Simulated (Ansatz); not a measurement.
# InP (F-43m): zone-centre modes against carrier density, part 2 of 2

Aim: how far do free carriers move the optical modes of InP (F-43m)?

Ansatz 0.2.0; DFT LDA, scalar-relativistic, plane waves, PAW; PAW set soft_1.

So far. Step 3 (Tight relaxation): The forces vanish by symmetry and the pressure is -0.004 GPa, within the tolerances set. The cell now holds 24.73 Å³/atom. Step 4 (Ground state of a member: no carriers): The forces vanish by symmetry. The relaxed cell has a = 5.827 Å (conventional setting).

The database entry behind the starting cell differs from later determinations by our own check (0.1 to 0.3 % short, probably kX units), so it need not match the best structure at ambient conditions.

## Step 5: Zone-centre modes of the member: no carriers

The force constants come from the linear response of the density to a displacement.

The zone-centre modes follow for no carriers.

Input file input.yaml:

```yaml
crystal:
  lattice:
    - [0.0, 2.913490597, 2.913490597]
    - [2.913490597, 0.0, 2.913490597]
    - [2.913490597, 2.913490597, 0.0]
  atoms:
    - { symbol: P, position: [0.75, 0.75, 0.75] }
    - { symbol: In, position: [0.0, 0.0, 0.0] }
kpoints:
  mp_grid: { grid: [30, 30, 30] }
hamiltonian:
  xc: lda
  pseudopotentials: { kind: paw, azcp: { folder: soft_1 }, xc_functional: pbe }
scf:
  occupations: { method: fermi_dirac, width: 0.03 }
output:
  eigenvalues: true
phonons:
  method: dfpt
```

On the command line:

```
$ ansatz run input.yaml --threads 8 --pin off --max-ram 16384MiB --backend cpu --events-out ev --progress --plain --runs-dir out
```

Numbers of over 12 decimals in the logs are rounded to 6 here.

Log:

```text
zone centre: on kpoints.mp_grid the ground state, and the responses unless they are solved on pairs of k-points, stand on 1992 of the mesh's 27000 k-points, reduced under 8 symmetry operations, with k and −k counted as one. Each operation leaves every solved displacement unchanged or reverses it
[...]
Crystal: 2 atoms, lattice volume = 49.462 Å³
Basis set: ecut = 420 eV, 941 PW (Γ), exchange–correlation on 60×60×60 points (8 copies of the dense FFT grid, shifted against one another)
Bands: 13, of which v1, the nominal top of the filled ones, is band 9 counted from 1 (8 counted from 0)
Symmetry: 24 space group operations
k-points: 1992 of 27000 (irreducible under 8 space group operations, time reversal used)
[...]
SCF iter   1: F=—  HF=-6183.863292 eV  |F-HF|=—  |Δ(HF+E_count)|=         —  Δρ=3.29e-2  dr2=7.92e-1  ethr=3.10e-3  ⟨swp⟩=6.4  Hψ=179190  notcnv=0
[...]
SCF iter   8: F=-6183.604896 eV  HF=-6183.604896 eV  |F-HF|=1.82e-12  |Δ(HF+E_count)|=  5.52e-10  Δρ=1.20e-7  dr2=9.12e-12  ethr=1.00e-12  ⟨swp⟩=7.1  Hψ=182218  notcnv=0
SCF 1 converged in 8 iterations: F = -6183.604896 eV  dr2 = 9.12e-12
[...]
DFPT response loops at Γ: preconditioner auto → Kerker (q_TF=auto, 2.305 Å⁻¹) (partly filled bands, converged f_vac=0.007); β = 1.00, the filter's whole step (`scf.mixing.beta` (0.50) is not read by the response loops under this deck's `scf.mixing.preconditioner`; to damp them name `kerker` or `kerker_dos`, under which they read `scf.mixing.beta`, and type it under 1.00, their step now; both keys bind the ground state too); Broyden in place of MSR1
SCF converged after 8 iterations
Free energy (F): -6183.604896 eV
[...]
Internal energy: -6183.604896 eV  (E = F + TS)
E sigma→0 (E₀):  -6183.604896 eV
Entropy (-TS):   -0.000000 eV (-0.000 meV/atom)
Fermi energy:    7.339778 eV
[...]
--- Band table (eV; the first three rows and the last of 1992) ---
  k-point 0: bands = [... 5 lower, -4.6804, 6.9982, 6.9982, 6.9982, 7.5732, 10.9565, 10.9565, 10.9565]
  k-point 1: bands = [... 5 lower, -4.6670, 6.7346, 6.9824, 6.9824, 7.7949, 10.9568, 10.9799, 10.9799]
  k-point 2: bands = [... 5 lower, -4.6271, 6.2777, 6.9370, 6.9370, 8.1224, 10.9698, 11.0474, 11.0474]
  k-point 1991: bands = [... 5 lower, -2.0911, 1.1972, 3.9269, 3.9503, 11.0999, 11.2829, 12.5339, 13.0973]
--- Phonons (Γ-DFPT): 2 representative perturbations + reference, on 1992 of 27000 k-points (Σ response iterations 6) ---
  k mesh reduced under 8 symmetry operations, with k and −k counted as one. Each operation leaves every solved displacement unchanged or reverses it
  ASR residual: 9.996e-5 → 0.000e0 eV/Å²; symmetrization residual: 3.482e-6 eV/Å²
  ASR residual per site (eV/Å²): 1.00e-4 3.20e-5
  Γ frequencies (cm⁻¹): 0.00 0.00 0.00 303.62 303.62 303.62
  non-analytic LO–TO correction: not included (Born effective charges unavailable; polar crystals: no LO–TO splitting at Γ)
```

The job ended after 1.7 min (8 threads of Arm Neoverse N1, shared host; peak memory 3.5 GiB; 12 min of CPU time).

Numbers from this step:

```yaml
sum_rule_residual_before_enforcement: 1.00e-4 eV/Å²
point_group: -43m
highest_optical_mode_at_the_zone_centre_no_lo_to_term: 303.6 cm⁻¹
lowest_optical_zone_centre_mode: 303.6 cm⁻¹
```

Without the LO-TO term. Patterns of degenerate modes are one choice out of their space. Modes at Γ, with each element's share of the kinetic energy:

```
mode  frequency (cm⁻¹)  symmetry  P %  In %
   1               0.0  acoustic   21    79
   2               0.0  acoustic   21    79
   3               0.0  acoustic   21    79
   4             303.6        T2   79    21
   5             303.6        T2   79    21
   6             303.6        T2   79    21
```

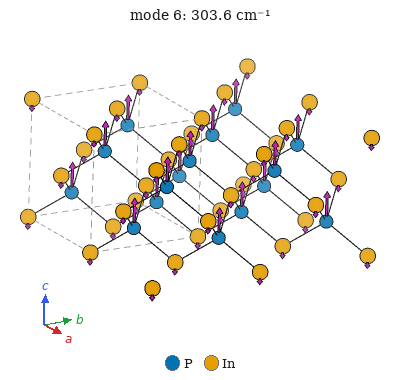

Displacement patterns of mode 6 at Γ; arrows are exaggerated. Bonds to atoms that aren't drawn are left out. 2×2×1 conventional cells are drawn. Some periodic images of atoms are drawn too.

The optical mode without the LO-TO term lies at 303.6 cm⁻¹.

## Step 6: Ground state of a member: 15 × 10²⁰ electrons per cm³

The cell of the neutral crystal is kept with 15 × 10²⁰ electrons per cm³, balanced by a uniform background. The bands are sampled on 30×30×30 points with Fermi-Dirac filling of 0.03 eV.

input.yaml: that of step 5 with these lines changed.

```diff
@@ -8,2 +8,3 @@
     - { symbol: In, position: [0.0, 0.0, 0.0] }
+total_charge: -0.074193
 kpoints:
@@ -16,4 +17,4 @@
 output:
+  forces: true
+  stress: true
   eigenvalues: true
-phonons:
-  method: dfpt
```

Log:

```text
[...]
Crystal: 2 atoms, lattice volume = 49.462 Å³
Basis set: ecut = 420 eV, 941 PW (Γ)
Bands: 14, of which v1, the nominal top of the filled ones, is band 9 counted from 1 (8 counted from 0)
Symmetry: 24 space group operations
[...]
k-points: 752 of 27000 (time reversal used)
[...]
k-point 0: bands = [... 5 lower, -4.6875, 6.9968, 6.9968, 6.9968, 7.5619, 10.9367, 10.9367, 10.9367, ... 1 higher]
  k-point 1: bands = [... 5 lower, -4.6742, 6.7310, 6.9809, 6.9809, 7.7855, 10.9369, 10.9602, 10.9602, ... 1 higher]
  k-point 2: bands = [... 5 lower, -4.6342, 6.2727, 6.9352, 6.9352, 8.1134, 10.9495, 11.0280, 11.0280, ... 1 higher]
  k-point 751: bands = [... 5 lower, -2.0896, 1.1880, 3.9105, 3.9330, 11.0723, 11.2757, 12.5108, 13.0645, ... 1 higher]
[key lines of the parts left out:]
SCF converged after 8 iterations
Free energy (F): -6182.973543 eV
Fermi energy:    8.656426 eV
P = ⅓ Tr σ = 0.4748 GPa (4.748 kbar)
```

The job ended after 12 s (8 threads; peak memory 0.84 GiB; 91 s of CPU time).

The forces vanish by symmetry.

## Step 7: Modes of this member: 15 × 10²⁰ electrons per cm³

The zone-centre modes follow for 15 × 10²⁰ electrons per cm³.

input.yaml: that of step 6 with these lines changed.

```diff
@@ -17,4 +17,4 @@
 output:
-  forces: true
-  stress: true
   eigenvalues: true
+phonons:
+  method: dfpt
```

Log:

```text
[...]
Crystal: 2 atoms, lattice volume = 49.462 Å³
Basis set: ecut = 420 eV, 941 PW (Γ), exchange–correlation on 60×60×60 points (8 copies of the dense FFT grid, shifted against one another)
Bands: 14, of which v1, the nominal top of the filled ones, is band 9 counted from 1 (8 counted from 0)
Symmetry: 24 space group operations
k-points: 1992 of 27000 (irreducible under 8 space group operations, time reversal used)
[...]
k-point 2: bands = [... 5 lower, -4.6342, 6.2727, 6.9352, 6.9352, 8.1133, 10.9495, 11.0280, 11.0280, ... 1 higher]
  k-point 1991: bands = [... 5 lower, -2.0896, 1.1880, 3.9105, 3.9330, 11.0722, 11.2757, 12.5108, 13.0645, ... 1 higher]
[...]
ASR residual: 2.111e-5 → 0.000e0 eV/Å²; symmetrization residual: 2.320e-6 eV/Å²
  ASR residual per site (eV/Å²): 2.11e-5 1.85e-5
  Γ frequencies (cm⁻¹): 0.00 0.00 0.00 298.30 298.30 298.30
[...]
[key lines of the parts left out:]
SCF converged after 10 iterations
Free energy (F): -6182.973544 eV
Fermi energy:    8.656417 eV
```

Run time: 1.8 min. Hardware: 8 threads; peak memory 3.6 GiB; 13 min of CPU time.

This step gave:

```
sum-rule residual before enforcement                    : 2.11e-5 eV/Å²
highest optical mode at the zone centre (no LO-TO term) : 298.3 cm⁻¹
lowest optical zone-centre mode                         : 298.3 cm⁻¹
```

Without the LO-TO term. Patterns of degenerate modes are one choice out of their space. Modes at Γ, with each element's share of the kinetic energy:

```csv
mode,frequency (cm⁻¹),symmetry,P %,In %
1,0.0,acoustic,21,79
2,0.0,acoustic,21,79
3,0.0,acoustic,21,79
4,298.3,T2,79,21
5,298.3,T2,79,21
6,298.3,T2,79,21
```

The optical mode without the LO-TO term lies at 298.3 cm⁻¹.

## Step 8: A check on a coarser mesh: 2 × 10²⁰ electrons per cm³

To see what the mesh is worth, the run for 2 × 10²⁰ electrons per cm³ is repeated on 24×24×24 points.

input.yaml: that of step 7 with these lines changed.

```diff
@@ -8,5 +8,5 @@
     - { symbol: In, position: [0.0, 0.0, 0.0] }
-total_charge: -0.074193
+total_charge: -0.009892
 kpoints:
-  mp_grid: { grid: [30, 30, 30] }
+  mp_grid: { grid: [24, 24, 24] }
 hamiltonian:
```

Log:

```text
[...]
Crystal: 2 atoms, lattice volume = 49.462 Å³
Basis set: ecut = 420 eV, 941 PW (Γ), exchange–correlation on 60×60×60 points (8 copies of the dense FFT grid, shifted against one another)
Bands: 14, of which v1, the nominal top of the filled ones, is band 9 counted from 1 (8 counted from 0)
Symmetry: 24 space group operations
k-points: 1063 of 13824 (irreducible under 8 space group operations, time reversal used)
[...]
k-point 2: bands = [... 5 lower, -4.5969, 6.0311, 6.9060, 6.9060, 8.2693, 10.9880, 11.0931, 11.0931, ... 1 higher]
  k-point 1062: bands = [... 5 lower, -2.0879, 1.1987, 3.9193, 3.9431, 11.1770, 11.3339, 12.4428, 13.0385, ... 1 higher]
[...]
ASR residual: 7.833e-5 → 0.000e0 eV/Å²; symmetrization residual: 3.229e-6 eV/Å²
  ASR residual per site (eV/Å²): 7.83e-5 2.01e-5
  Γ frequencies (cm⁻¹): 0.00 0.00 0.00 303.08 303.08 303.08
[...]
[key lines of the parts left out:]
SCF converged after 8 iterations
Free energy (F): -6183.523935 eV
Fermi energy:    8.365893 eV
```

The job ended after 56 s (8 threads; peak memory 2 GiB; 6.6 min of CPU time).

Numbers from this step:

| Property | Result |
| --- | --- |
| sum-rule residual before enforcement | 7.83e-5 eV/Å² |
| highest optical mode at the zone centre (no LO-TO term) | 303.1 cm⁻¹ |
| lowest optical zone-centre mode | 303.1 cm⁻¹ |

The highest mode comes at 303.1 cm⁻¹, against 302.9 cm⁻¹ on 30×30×30 points.

## Step 9: A check on a coarser mesh: 10 × 10²⁰ electrons per cm³

To see what the mesh is worth, the run for 10 × 10²⁰ electrons per cm³ is repeated on 24×24×24 points.

input.yaml: that of step 8 with these lines changed.

```diff
@@ -8,3 +8,3 @@
     - { symbol: In, position: [0.0, 0.0, 0.0] }
-total_charge: -0.009892
+total_charge: -0.049462
 kpoints:
```

Log:

```text
[...]
Crystal: 2 atoms, lattice volume = 49.462 Å³
Basis set: ecut = 420 eV, 941 PW (Γ), exchange–correlation on 60×60×60 points (8 copies of the dense FFT grid, shifted against one another)
Bands: 14, of which v1, the nominal top of the filled ones, is band 9 counted from 1 (8 counted from 0)
Symmetry: 24 space group operations
k-points: 1063 of 13824 (irreducible under 8 space group operations, time reversal used)
[...]
k-point 2: bands = [... 5 lower, -4.6003, 6.0286, 6.9052, 6.9052, 8.2646, 10.9775, 11.0832, 11.0832, ... 1 higher]
  k-point 1062: bands = [... 5 lower, -2.0868, 1.1942, 3.9107, 3.9342, 11.1626, 11.3310, 12.4306, 13.0206, ... 1 higher]
[...]
ASR residual: 1.682e-5 → 0.000e0 eV/Å²; symmetrization residual: 3.433e-6 eV/Å²
  ASR residual per site (eV/Å²): 3.92e-6 1.68e-5
  Γ frequencies (cm⁻¹): 0.00 0.00 0.00 300.89 300.89 300.89
[...]
[key lines of the parts left out:]
SCF converged after 10 iterations
Free energy (F): -6183.187084 eV
Fermi energy:    8.591097 eV
```

The job ended after 57 s (8 threads; peak memory 2 GiB).

This step gave:

* sum-rule residual before enforcement: 1.68e-5 eV/Å²
* highest optical mode at the zone centre (no LO-TO term): 300.9 cm⁻¹
* lowest optical zone-centre mode: 300.9 cm⁻¹

The highest mode comes at 300.9 cm⁻¹, against 300.2 cm⁻¹ on 30×30×30 points.

## Step 10: The series together

The members are set side by side, also those not shown above.

Electrons count positive and holes negative; without the LO-TO term; modes are tracked from the neutral crystal by their patterns, and those within 0.3 cm⁻¹ of each other stand once; the cell of the neutral crystal is kept and the atoms are relaxed where symmetry leaves them free; all runs use 30×30×30 k points and Fermi-Dirac smearing of 0.03 eV. Optical modes along the series:

```csv
carriers (10²⁰ cm⁻³),mode 4 T2 (cm⁻¹)
0,303.6
1,303.6
2,302.9
4,301.6
6,301.7
10,300.2
15,298.3
```

## Step 11: Outcome

```json
{
 "members": "7",
 "mode": "mode 4 T2",
 "its frequency without carriers": "303.62 cm⁻¹",
 "its frequency at 15 × 10²⁰ cm⁻³": "298.30 cm⁻¹"
}
```

What this shows: At 15 × 10²⁰ electrons per cm³ the optical mode has moved by -5.32 cm⁻¹ from 303.62 cm⁻¹. At 2 and 10 × 10²⁰ cm⁻³ the coarser mesh moves the optical modes by up to 0.72 cm⁻¹, a measure of the error left by the mesh there. The response is adiabatic: the carriers follow the ions at once. Where they cannot, as for a zone-centre mode faster than their scattering, measured shifts differ, and line shapes are not given here. The background stands for dopants without their size, scattering or local bonds, and the cell is that of the neutral crystal, although carriers also change the volume at rest, which would shift the modes as well. In a polar crystal the carriers also screen the field of the longitudinal modes, often the largest effect; only modes without that field are treated here. These are harmonic frequencies of a static lattice, with warm electrons: anharmonic shifts, linewidths and thermal expansion are left out. The PAW files were made for PBE; the program adapts parts of them to the functional of the run, but their partial waves stay those of PBE, an approximation that was not tested in this session. Only the zone centre was solved, so an instability at another wavevector cannot show here.

[Logs are printed without paths, hosts, clocks, repeated set-up lines and the standing remarks that a program may print on its own settings, such as how far it seeks lower states.]

[Hosts, paths, dates, database ids (printed as entryN), source tags and the programs' standing remarks are cut or masked in the printed files.]
